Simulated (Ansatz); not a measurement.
Run report: Si₂H₆S₂, molecular dynamics (part 5 of 5)

Si₂H₆S₂; UKS B3LYP-D4/STO-3G (Ansatz 0.2.0). It belongs to a series of runs on one base structure; here: dynamics from the start.

Geometry of the input (Å):
```
Si -0.5749  -0.3752  -0.6877
S  1.1730  1.2102  -1.5837
S  0.5117  -1.9598  -1.4813
H  1.4264  -0.5132  -2.0092
H  -1.6466  0.1353  -1.5396
Si -0.6984  0.0498  1.5920
H  2.0066  1.0615  -0.5627
H  -0.7192  1.4869  1.8749
H  0.4474  -0.5304  2.2966
H  -1.9260  -0.5651  2.1008
```

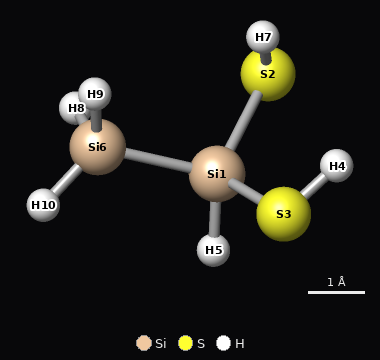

The geometry at step 134 of the log (ball-and-stick view, seen at a tilt; atoms are numbered from 1 in the order of the input).

Trajectory as extended XYZ, continued
```
10
Properties=species:S:1:pos:R:3:forces:R:3 step=117 time_fs=58.5 energy=-37102.04858 temperature=1702.4
Si   -0.3036   -0.3172   -0.7373    0.7596   2.9379  -0.6517
S     1.0682    1.5016   -1.5119   -2.3258  -2.2546   0.4496
S     0.3724   -2.1864   -1.3899   -1.1818  -1.7725   0.7481
H     1.4406   -1.7385   -1.9713    1.9682   0.7607  -0.9391
H    -1.6774   -0.3697   -1.2138    0.1270   0.7152  -0.4320
Si   -0.6895   -0.0152    1.4593    0.9697   0.8677   0.5640
H     2.0819    1.1275   -0.7059    0.3000  -0.1843   0.3346
H    -0.8094    1.4069    1.8343   -0.0098  -0.6771  -0.3502
H     0.3932   -0.5410    2.2552    0.0067  -0.0604   0.1007
H    -1.8811   -0.6772    1.8522   -0.6138  -0.3325   0.1758
10
Properties=species:S:1:pos:R:3:forces:R:3 step=119 time_fs=59.5 energy=-37101.98681 temperature=1648.9
Si   -0.3016   -0.3151   -0.7387    1.0171   2.7129  -0.6607
S     1.0704    1.5146   -1.5134   -1.9076  -2.5412   0.8891
S     0.3645   -2.1950   -1.3843    2.3078  -0.3769  -1.1003
H     1.5497   -1.7258   -2.0279   -1.4569  -0.6092   0.9385
H    -1.6584   -0.4226   -1.2173   -0.2336   0.8528  -0.5004
Si   -0.6902   -0.0209    1.4577    0.9349   0.9824   0.8000
H     2.0849    1.0963   -0.6974   -0.1078   0.0576  -0.0610
H    -0.8032    1.4171    1.8046   -0.0009  -0.8588  -0.3281
H     0.4126   -0.5305    2.2558   -0.2135   0.0109  -0.0348
H    -1.8924   -0.6665    1.8846   -0.3395  -0.2304   0.0578
10
Properties=species:S:1:pos:R:3:forces:R:3 step=121 time_fs=60.5 energy=-37101.57275 temperature=1254.7
Si   -0.2993   -0.3120   -0.7403    1.1609   2.4703  -0.7022
S     1.0721    1.5269   -1.5146   -1.5294  -2.8320   1.2846
S     0.3572   -2.2036   -1.3790    4.0129   0.2665  -1.9647
H     1.6459   -1.7186   -2.0761   -3.1050  -1.1875   1.8364
H    -1.6416   -0.4674   -1.2256   -0.4791   0.9662  -0.5264
Si   -0.6906   -0.0264    1.4564    0.7734   0.8880   0.9982
H     2.0868    1.0657   -0.6895   -0.4622   0.3100  -0.4185
H    -0.7971    1.4192    1.7718   -0.0069  -0.8618  -0.2562
H     0.4299   -0.5199    2.2560   -0.3949   0.0618  -0.1440
H    -1.9068   -0.6581    1.9175    0.0303  -0.0816  -0.1073
10
Properties=species:S:1:pos:R:3:forces:R:3 step=123 time_fs=61.5 energy=-37101.16383 temperature=862.1
Si   -0.2966   -0.3081   -0.7422    1.1474   2.2017  -0.7939
S     1.0733    1.5382   -1.5154   -1.2907  -3.0712   1.5545
S     0.3512   -2.2122   -1.3743    4.7233   0.5509  -2.2837
H     1.7130   -1.7224   -2.1070   -3.7731  -1.3709   2.1937
H    -1.6292   -0.5029   -1.2389   -0.5566   1.0693  -0.4923
Si   -0.6908   -0.0315    1.4554    0.5527   0.6524   1.1077
H     2.0844    1.0381   -0.6855   -0.6660   0.5163  -0.6549
H    -0.7910    1.4131    1.7366   -0.0259  -0.6877  -0.1454
H     0.4435   -0.5087    2.2550   -0.5022   0.0806  -0.2033
H    -1.9210   -0.6504    1.9494    0.3910   0.0586  -0.2824
10
Properties=species:S:1:pos:R:3:forces:R:3 step=125 time_fs=62.5 energy=-37100.94480 temperature=651.1
Si   -0.2935   -0.3034   -0.7444    0.9849   1.9110  -0.9355
S     1.0741    1.5487   -1.5157   -1.2323  -3.2212   1.6645
S     0.3465   -2.2207   -1.3702    4.9556   0.6906  -2.3460
H     1.7442   -1.7393   -2.1171   -3.9836  -1.3832   2.2974
H    -1.6221   -0.5282   -1.2569   -0.4677   1.1694  -0.3978
Si   -0.6908   -0.0364    1.4548    0.3333   0.3427   1.0958
H     2.0758    1.0153   -0.6876   -0.6805   0.6376  -0.7344
H    -0.7851    1.4006    1.7000   -0.0544  -0.3625  -0.0117
H     0.4524   -0.4968    2.2520   -0.5164   0.0639  -0.2011
H    -1.9315   -0.6422    1.9786    0.6611   0.1518  -0.4313
10
Properties=species:S:1:pos:R:3:forces:R:3 step=127 time_fs=63.5 energy=-37100.97181 temperature=676.9
Si   -0.2900   -0.2981   -0.7469    0.7280   1.6104  -1.1090
S     1.0745    1.5582   -1.5156   -1.3602  -3.2598   1.6088
S     0.3434   -2.2289   -1.3669    4.9016   0.7588  -2.2606
H     1.7375   -1.7694   -2.1053   -3.9327  -1.3034   2.2557
H    -1.6193   -0.5423   -1.2787   -0.2626   1.2609  -0.2606
Si   -0.6906   -0.0412    1.4546    0.1564   0.0330   0.9548
H     2.0607    0.9986   -0.6967   -0.5013   0.6509  -0.6501
H    -0.7798    1.3846    1.6633   -0.0875   0.0546   0.1253
H     0.4564   -0.4843    2.2471   -0.4350   0.0150  -0.1371
H    -1.9357   -0.6326    2.0038    0.7933   0.1795  -0.5272
10
Properties=species:S:1:pos:R:3:forces:R:3 step=129 time_fs=64.5 energy=-37101.22200 temperature=917.1
Si   -0.2863   -0.2922   -0.7497    0.4505   1.3162  -1.2869
S     1.0745    1.5667   -1.5150   -1.6570  -3.1788   1.4008
S     0.3417   -2.2369   -1.3643    4.4780   0.7356  -1.9886
H     1.6933   -1.8119   -2.0720   -3.5409  -1.1115   2.0297
H    -1.6191   -0.5443   -1.3029   -0.0120   1.3281  -0.1084
Si   -0.6904   -0.0460    1.4547    0.0507  -0.1833   0.6992
H     2.0410    0.9880   -0.7120   -0.1465   0.5481  -0.4155
H    -0.7754    1.3692    1.6278   -0.1184   0.4654   0.2456
H     0.4562   -0.4716    2.2410   -0.2717  -0.0570  -0.0222
H    -1.9325   -0.6213    2.0239    0.7673   0.1371  -0.5537
10
Properties=species:S:1:pos:R:3:forces:R:3 step=132 time_fs=66.0 energy=-37101.72286 temperature=1393.5
Si   -0.2805   -0.2826   -0.7549    0.1368   0.9158  -1.5030
S     1.0736    1.5777   -1.5132   -2.2924  -2.8791   0.9080
S     0.3416   -2.2485   -1.3613    2.1919   0.2866  -0.7583
H     1.5672   -1.8942   -1.9876   -1.3657  -0.3600   0.8763
H    -1.6183   -0.5235   -1.3408    0.3157   1.3461   0.0885
Si   -0.6901   -0.0533    1.4552    0.0825  -0.1216   0.1695
H     2.0103    0.9813   -0.7411    0.5866   0.2234   0.1100
H    -0.7708    1.3552    1.5792   -0.1455   0.8109   0.3672
H     0.4518   -0.4539    2.2318    0.0526  -0.1760   0.1932
H    -1.9145   -0.6023    2.0443    0.4374  -0.0461  -0.4513
10
Properties=species:S:1:pos:R:3:forces:R:3 step=134 time_fs=67.0 energy=-37101.69521 temperature=1361.2
Si   -0.2765   -0.2757   -0.7589    0.0574   0.6943  -1.5835
S     1.0721    1.5839   -1.5118   -2.6688  -2.6627   0.6044
S     0.3424   -2.2561   -1.3597   -1.6131  -0.5402   1.1524
H     1.4644   -1.9543   -1.9196    2.3201   0.7019  -0.9783
H    -1.6144   -0.4935   -1.3653    0.4456   1.2864   0.1701
Si   -0.6898   -0.0582    1.4557    0.2594   0.2357  -0.2172
H     1.9958    0.9799   -0.7600    1.0326  -0.0033   0.4282
H    -0.7695    1.3550    1.5510   -0.1454   0.7486   0.4108
H     0.4491   -0.4441    2.2277    0.2461  -0.2363   0.3140
H    -1.8968   -0.5899    2.0524    0.0662  -0.2245  -0.3011
10
Properties=species:S:1:pos:R:3:forces:R:3 step=136 time_fs=68.0 energy=-37101.16950 temperature=866.2
Si   -0.2726   -0.2687   -0.7635    0.1024   0.5315  -1.5952
S     1.0698    1.5893   -1.5101   -2.8258  -2.5563   0.4687
S     0.3428   -2.2639   -1.3577   -6.8547  -1.5649   3.6300
H     1.3848   -2.0075   -1.8614    7.4135   1.9649  -3.4048
H    -1.6063   -0.4513   -1.3882    0.4817   1.1689   0.2013
Si   -0.6894   -0.0631    1.4561    0.5456   0.7714  -0.5652
H     1.9910    0.9786   -0.7750    1.2588  -0.1134   0.5723
H    -0.7696    1.3619    1.5267   -0.1329   0.4719   0.4388
H     0.4486   -0.4365    2.2265    0.3569  -0.2629   0.3744
H    -1.8785   -0.5797    2.0576   -0.3455  -0.4112  -0.1203
10
Properties=species:S:1:pos:R:3:forces:R:3 step=138 time_fs=69.0 energy=-37100.99932 temperature=710.8
Si   -0.2685   -0.2614   -0.7687    0.2657   0.4405  -1.5299
S     1.0667    1.5940   -1.5082   -2.6700  -2.6239   0.5664
S     0.3411   -2.2721   -1.3547   -8.6136  -1.6090   4.2745
H     1.3740   -2.0425   -1.8346    9.0150   2.2122  -4.0183
H    -1.5936   -0.3979   -1.4091    0.4186   1.0084   0.1844
Si   -0.6889   -0.0676    1.4563    0.8664   1.3386  -0.8125
H     1.9982    0.9764   -0.7845    1.1685  -0.0387   0.4772
H    -0.7709    1.3732    1.5067   -0.1138   0.0813   0.4659
H     0.4515   -0.4313    2.2289    0.3511  -0.2497   0.3542
H    -1.8635   -0.5734    2.0617   -0.6879  -0.5598   0.0381
10
Properties=species:S:1:pos:R:3:forces:R:3 step=140 time_fs=70.0 energy=-37101.61280 temperature=1284.3
Si   -0.2644   -0.2540   -0.7743    0.5118   0.4097  -1.3946
S     1.0628    1.5978   -1.5062   -2.2420  -2.8345   0.8466
S     0.3369   -2.2808   -1.3504   -4.5582  -0.4664   2.2542
H     1.4457   -2.0572   -1.8445    4.8117   1.2236  -1.9933
H    -1.5770   -0.3348   -1.4284    0.2743   0.8260   0.1297
Si   -0.6881   -0.0717    1.4562    1.1095   1.7826  -0.9056
H     2.0163    0.9738   -0.7897    0.8027   0.1918   0.1942
H    -0.7733    1.3854    1.4911   -0.0942  -0.3053   0.4973
H     0.4577   -0.4286    2.2347    0.2326  -0.2027   0.2574
H    -1.8550   -0.5724    2.0661   -0.8482  -0.6249   0.1141
10
Properties=species:S:1:pos:R:3:forces:R:3 step=142 time_fs=71.0 energy=-37101.98282 temperature=1641.1
Si   -0.2601   -0.2464   -0.7805    0.7776   0.4072  -1.2146
S     1.0582    1.6008   -1.5040   -1.6826  -3.0894   1.1823
S     0.3314   -2.2897   -1.3454    0.1056   0.6176   0.1296
H     1.5632   -2.0601   -1.8735    0.0160   0.2701   0.1178
H    -1.5578   -0.2639   -1.4464    0.0956   0.6374   0.0554
Si   -0.6869   -0.0752    1.4559    1.1852   2.0000  -0.8271
H     2.0420    0.9732   -0.7930    0.3082   0.4761  -0.1506
H    -0.7767    1.3946    1.4802   -0.0787  -0.5972   0.5271
H     0.4660   -0.4278    2.2428    0.0411  -0.1370   0.1096
H    -1.8544   -0.5773    2.0715   -0.7680  -0.5849   0.0705
10
Properties=species:S:1:pos:R:3:forces:R:3 step=144 time_fs=72.0 energy=-37101.83276 temperature=1503.3
Si   -0.2556   -0.2387   -0.7871    0.9949   0.3995  -1.0282
S     1.0531    1.6029   -1.5014   -1.1400  -3.2859   1.4557
S     0.3259   -2.2983   -1.3404    2.7149   1.2362  -0.9934
H     1.6823   -2.0601   -1.9021   -2.7111  -0.2128   1.2202
H    -1.5377   -0.1868   -1.4639   -0.0575   0.4508  -0.0090
Si   -0.6852   -0.0781    1.4552    1.0751   1.9671  -0.6210
H     2.0707    0.9770   -0.7977   -0.1604   0.7118  -0.4406
H    -0.7808    1.3982    1.4744   -0.0697  -0.7428   0.5491
H     0.4748   -0.4282    2.2520   -0.1666  -0.0702  -0.0519
H    -1.8610   -0.5878    2.0775   -0.4795  -0.4539  -0.0808
10
Properties=species:S:1:pos:R:3:forces:R:3 step=146 time_fs=73.0 energy=-37101.51612 temperature=1201.5
Si   -0.2507   -0.2309   -0.7940    1.1079   0.3803  -0.8713
S     1.0477    1.6040   -1.4983   -0.7139  -3.3607   1.6016
S     0.3211   -2.3066   -1.3357    3.8171   1.5739  -1.4415
H     1.7763   -2.0620   -1.9194   -3.9193  -0.4040   1.6455
H    -1.5181   -0.1054   -1.4814   -0.1318   0.2633  -0.0309
Si   -0.6833   -0.0802    1.4543    0.8305   1.7221  -0.3750
H     2.0980    0.9876   -0.8065   -0.4998   0.8395  -0.6115
H    -0.7855    1.3949    1.4739   -0.0691  -0.7232   0.5608
H     0.4819   -0.4294    2.2608   -0.3379  -0.0173  -0.1912
H    -1.8722   -0.6025    2.0827   -0.0837  -0.2740  -0.2864
10
Properties=species:S:1:pos:R:3:forces:R:3 step=148 time_fs=74.0 energy=-37101.29815 temperature=992.2
Si   -0.2454   -0.2229   -0.8012    1.0921   0.3661  -0.7621
S     1.0421    1.6041   -1.4948   -0.4553  -3.2913   1.6001
S     0.3175   -2.3145   -1.3314    4.1804   1.7831  -1.5769
H     1.8332   -2.0677   -1.9211   -4.3777  -0.4639   1.7567
H    -1.4996   -0.0216   -1.4992   -0.1035   0.0622   0.0085
Si   -0.6810   -0.0818    1.4533    0.5309   1.3295  -0.1780
H     2.1205    1.0062   -0.8211   -0.6577   0.8398  -0.6438
H    -0.7909    1.3846    1.4787   -0.0783  -0.5440   0.5622
H     0.4859   -0.4308    2.2677   -0.4360   0.0117  -0.2822
H    -1.8842   -0.6199    2.0851    0.3051  -0.0932  -0.4846
10
Properties=species:S:1:pos:R:3:forces:R:3 step=150 time_fs=75.0 energy=-37101.28282 temperature=977.5
Si   -0.2398   -0.2148   -0.8087    0.9647   0.3732  -0.6934
S     1.0363    1.6032   -1.4908   -0.3860  -3.0805   1.4555
S     0.3152   -2.3217   -1.3275    4.1882   1.9265  -1.5697
H     1.8484   -2.0778   -1.9061   -4.4693  -0.4634   1.7242
H    -1.4821    0.0629   -1.5168    0.0100  -0.1631   0.1038
Si   -0.6785   -0.0829    1.4523    0.2441   0.8630  -0.0921
H     2.1369    1.0327   -0.8419   -0.6135   0.7177  -0.5432
H    -0.7971    1.3693    1.4889   -0.0972  -0.2360   0.5552
H     0.4858   -0.4320    2.2719   -0.4424   0.0119  -0.3108
H    -1.8933   -0.6382    2.0830    0.6015   0.0505  -0.6294
```
